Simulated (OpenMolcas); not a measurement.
```
&GATEWAY
Basis set
Ti.ANO-RCC-VTZP.
Ti1 0.0 0.0 0.0 Angstrom
End of basis
Basis set
F.ANO-RCC-VDZP.
L1 2.106000 0.000000 0.000000 Angstrom
L2 0.000000 2.106000 0.000000 Angstrom
L3 0.000000 0.000000 2.106000 Angstrom
End of basis
Basis set
Mg.EMB-AIMP.Lopez-Moraza.7s4p.1s1p.ECP.KMgF3.
PseudoCharge
* 3 symmetry-unique lattice sites within 7.6 angstrom
End of basis
Basis set
K.EMB-AIMP.Lopez-Moraza.0s.0s.ECP.KMgF3.
PseudoCharge
* 16 symmetry-unique lattice sites within 7.6 angstrom
End of basis
Basis set
Mg.EMB-AIMP.Lopez-Moraza.0s.0s.ECP.KMgF3.
PseudoCharge
* 10 symmetry-unique lattice sites within 7.6 angstrom
End of basis
Basis set
F.EMB-AIMP.Lopez-Moraza.0s.0s.ECP.KMgF3.
PseudoCharge
* 39 symmetry-unique lattice sites within 7.6 angstrom
End of basis
Symmetry
XYZ
AngMom=0.0 0.0 0.0
AMFI
RICD
XField
1521 Angstrom 0
* Evjen-weighted lattice charges
&SEWARD
&RASSCF
FileOrb=start.orb
Symmetry=1
Spin=3
nActEl=2 0 0
Inactive=18 21
Ras2=5 0
CIRoot=10 10 1
SDav=10
CIMx=300
Iter=150 100
PrWF=0.3
OrbListing=Nothing
MaxOrb=0
LevShft=1.0
>>> COPY $Project.JobIph JOB001
&RASSCF
FileOrb=start.orb
Symmetry=1
Spin=1
nActEl=2 0 0
Inactive=18 21
Ras2=5 0
CIRoot=15 15 1
SDav=15
CIMx=300
Iter=150 100
PrWF=0.3
OrbListing=Nothing
MaxOrb=0
LevShft=1.0
>>> COPY $Project.JobIph JOB002
&RASSI
NrOfJobIphs=2 10 15
1 2 3 4 5 6 7 8 9 10
1 2 3 4 5 6 7 8 9 10 11 12 13 14 15
IphNames
JOB001
JOB002
EJob
SpinOrbit
DIPRint=1.0
SOCoupling=1000.0
Subsets=2
Property=9
'ANGMOM' 1 'ANGMOM' 2 'ANGMOM' 3 'MLTPL  1' 1 'MLTPL  1' 2 'MLTPL  1' 3
'AMFI' 1 'AMFI' 2 'AMFI' 3
SOProperty=3
'ANGMOM' 1 'ANGMOM' 2 'ANGMOM' 3
>>> COPY JOB001 $Project.JobIph
&CASPT2
Multistate=10 1 2 3 4 5 6 7 8 9 10
NoMult
Frozen=5 6
IPEA=0.25
Imaginary=0.1
MaxIter=60
WThr=0.0 0.3 0.05
PrWF=0.5
NoMix
>>> COPY JOB002 $Project.JobIph
&CASPT2
Multistate=15 1 2 3 4 5 6 7 8 9 10 11 12 13 14 15
NoMult
Frozen=5 6
IPEA=0.25
Imaginary=0.1
MaxIter=60
WThr=0.0 0.3 0.05
PrWF=0.5
NoMix
```

Launched with:
```bash
OMP_NUM_THREADS=1 MOLCAS_MEM=2457 MOLCAS_PROJECT=a pymolcas a.inp > a.log  # once for each step of the input, in one work folder
```

The CASPT2 energies were then put on the diagonal of the RASSI spin-orbit matrix.

Level of the calculation: state-averaged SS-CASPT2, IPEA shift 0.25, imaginary shift 0.1 hartree, closed shells 3s 3p correlated, active space 2 electrons in the shell 3d, basis ANO-RCC-VTZP on the metal and ANO-RCC-VDZP on the ligands, DKH2 scalar Hamiltonian, spin-orbit coupling by RASSI with atomic mean-field integrals (OpenMolcas). Powder susceptibility by Van Vleck's formula.

Ti²⁺ (3d²) as a dopant in KMgF₃, a cluster with its 6 nearest F⁻ at 2.106 Å (octahedron) embedded in model potentials and point charges; the geometry was set, not optimised. The cluster and the levels that result:

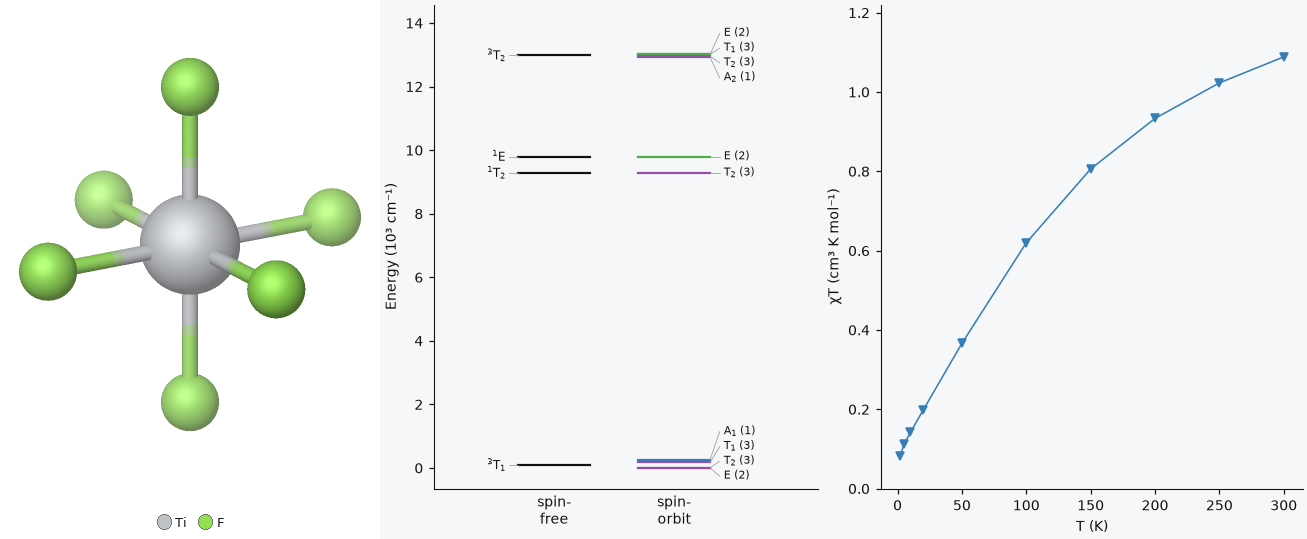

Labels give the representation in O, Td, D4 or D3 as the site allows (double group for half-integer spin) where it could be assigned and, in brackets, the degeneracy; spin-free states, where drawn, share the zero of the spin-orbit levels.

The ground level is E, doubly degenerate, 100 % from states of spin multiplicity 3. Its principal g values are all close to zero. The next level lies at 2.3 cm⁻¹ (T₂). The lowest spin-free state is ³T₁, from the free-ion F term; of the same spin there follows at 12,900 cm⁻¹ (³T₂) above it. A ligand-field fit to the spin-free states gives |10Dq| = 14,600 cm⁻¹, B = 691 and C = 2,530 cm⁻¹ (rms misfit 300 cm⁻¹). χT is 0.0824 cm³ K mol⁻¹ at 2 K and 1.09 at 300 K, an effective moment of 2.95 μB.

Limits of the model: the geometry is set by hand, with no relaxation and no charge compensation.
